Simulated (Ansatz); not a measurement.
**AlSiNH8 (SMILES [AlH3-][NH2+][SiH3]): SVWN5/def2-SVP**

What is the vertical ionisation energy of AlSiNH8 at SVWN5/def2-SVP? 

The results are computed with Ansatz 0.2.0.

53 further runs of the same task are left out: 1 that didn't finish, 52 set aside as unsound or not needed.

### 1 Starting point

AlSiNH8 has 11 atoms, charge 0, and is taken as a singlet. As SMILES, `[AlH3-][NH2+][SiH3]`. Geometry: relaxed at PBE0-D4/def2-TZVP.

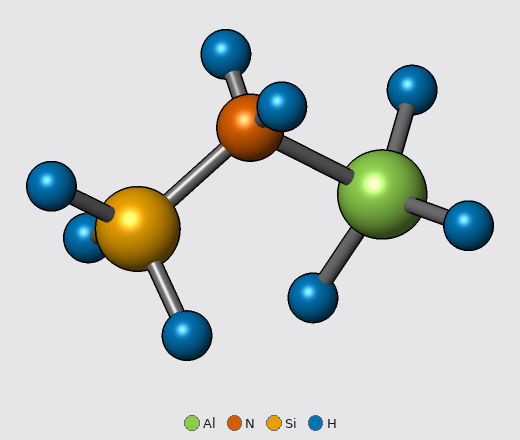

The structure, seen from a chosen angle (aluminium green, nitrogen orange, silicon amber, hydrogen blue).

### 2 A single-point energy at SVWN5/def2-SVP

Contents of run.yaml:

```yaml
crystal:
  periodic: [false, false, false]
  atoms:
    - {symbol: Al, position_ang: [-0.900100, 1.211100, -0.740800]}
    - {symbol: "N", position_ang: [-0.028300, 0.143500, 0.802700]}
    - {symbol: Si, position_ang: [0.876200, -1.248700, 0.128600]}
    - {symbol: H, position_ang: [-0.721100, 0.091900, -1.882400]}
    - {symbol: H, position_ang: [0.093800, 2.465300, -0.806700]}
    - {symbol: H, position_ang: [-2.377200, 1.435300, -0.165100]}
    - {symbol: H, position_ang: [0.566700, 0.786500, 1.316700]}
    - {symbol: H, position_ang: [-0.768500, -0.144800, 1.435900]}
    - {symbol: H, position_ang: [1.651500, -1.882900, 1.228300]}
    - {symbol: H, position_ang: [1.794800, -0.716800, -0.896700]}
    - {symbol: H, position_ang: [-0.122500, -2.197400, -0.400100]}
basis:
  gaussian:
    orbitals: def2-SVP
hamiltonian:
  xc: {name: SVWN5}
accuracy: high
output: {orbitals: {seedname: orbitals}}
```

Run with:

```
ansatz run run.yaml --threads 1 --pin off --max-ram 3480MiB --events-out events.jsonl --progress --plain --runs-dir runs
```

Standard output:

```text
Warning: RAYON_NUM_THREADS=1 ignored (pool sized by the plan → 1); use --threads N
Functional definition: SVWN5
  name "SVWN5"
  exchange = slater_x
  correlation = vwn5_c
2083 factors; integrals over basis functions are off by at most 3.8e-9 eV
mean field evaluation 1: about -16008.3080 eV, gradient 5.6e1 eV
mean field evaluation 2: about -15993.6915 eV, gradient 9.5e1 eV
mean field evaluation 4: about -16014.9874 eV, gradient 1.7e0 eV
mean field evaluation 8: about -16014.9946 eV, gradient 9.2e-2 eV
mean field evaluation 16: about -16014.9947 eV, gradient 5.0e-6 eV
mean field -16014.99465610 eV, -588.5401982586 hartree, gradient 2.2e-8 eV, S^2 0.000000; 0 other end points of the search recorded, 0 dependent functions left out
reference -16014.99466017 eV, -588.5401984078 hartree; 21, 21 occupied and 69, 69 virtual orbitals, 2083 factors
Total energy: -16014.99466017 eV, -588.5401984078 hartree
```

Run time: 5.1 s. Hardware: 1 thread of Intel Xeon Platinum 8488C (Sapphire Rapids), shared host; peak memory 0.25 GiB.

### 3 The doublet cation, same level

Contents of job.yaml:

```yaml
crystal:
  periodic: [false, false, false]
  atoms:
    - symbol: Al
      position_ang: [-0.900100, 1.211100, -0.740800]
    - symbol: N
      position_ang: [-0.028300, 0.143500, 0.802700]
    - symbol: Si
      position_ang: [0.876200, -1.248700, 0.128600]
    - symbol: H
      position_ang: [-0.721100, 0.091900, -1.882400]
    - symbol: H
      position_ang: [0.093800, 2.465300, -0.806700]
    - symbol: H
      position_ang: [-2.377200, 1.435300, -0.165100]
    - symbol: H
      position_ang: [0.566700, 0.786500, 1.316700]
    - symbol: H
      position_ang: [-0.768500, -0.144800, 1.435900]
    - symbol: H
      position_ang: [1.651500, -1.882900, 1.228300]
    - symbol: H
      position_ang: [1.794800, -0.716800, -0.896700]
    - symbol: H
      position_ang: [-0.122500, -2.197400, -0.400100]
basis:
  gaussian: {orbitals: def2-SVP}
total_charge: 1
magnetization: {spin_polarized: true, initial_magnetization: 1}
hamiltonian: {xc: {name: SVWN5}}
accuracy: high
output: {orbitals: {seedname: orbitals}}
```

Run with:

```
ansatz run job.yaml --threads 1 --pin off --max-ram 3480MiB --events-out events.jsonl --progress --plain --runs-dir runs
```

Standard output:

```text
Warning: RAYON_NUM_THREADS=1 ignored (pool sized by the plan → 1); use --threads N
[... 4 set-up lines as earlier in the session ...]
2082 factors; integrals over basis functions are off by at most 3.8e-9 eV
mean field evaluation 1: about -15991.1537 eV, gradient 5.8e1 eV
mean field evaluation 2: about -15939.7525 eV, gradient 1.0e2 eV
mean field evaluation 4: about -16002.6398 eV, gradient 1.6e1 eV
mean field evaluation 8: about -16005.3955 eV, gradient 4.4e0 eV
mean field evaluation 16: about -16005.6442 eV, gradient 8.0e-3 eV
mean field evaluation 32: about -16005.5437 eV, gradient 5.0e-1 eV
mean field -16005.64420174 eV, -588.1965753987 hartree, gradient 2.9e-8 eV, S^2 0.753215; 5 other end points of the search recorded, 0 dependent functions left out
reference -16005.64420592 eV, -588.1965755523 hartree; 21, 20 occupied and 69, 70 virtual orbitals, 2082 factors
Total energy: -16005.64420592 eV, -588.1965755523 hartree
```

It took 14 s on 1 thread of Intel Xeon Platinum 8488C (Sapphire Rapids), shared host; peak memory 0.32 GiB.

### 4 Summary of results

Level: SVWN5/def2-SVP.

```
                                          quantity          value
                     singlet AlSiNH8: total energy  -588.54020 Eh
                      singlet AlSiNH8: HOMO energy       -6.20 eV
                      singlet AlSiNH8: LUMO energy       -1.45 eV
                    singlet AlSiNH8: HOMO–LUMO gap        4.75 eV
                      doublet cation: total energy  -588.19658 Eh
doublet cation: HOMO energy (highest over α and β)      -12.12 eV
                              doublet cation: ⟨S²⟩          0.753
vertical ionisation energy (to the doublet cation)       9.350 eV
```

What this shows: Removing an electron at fixed nuclei costs 9.35 eV (216 kcal/mol). −ε(HOMO) before ionisation, 6.20 eV, is 3.15 eV below this ionisation energy.
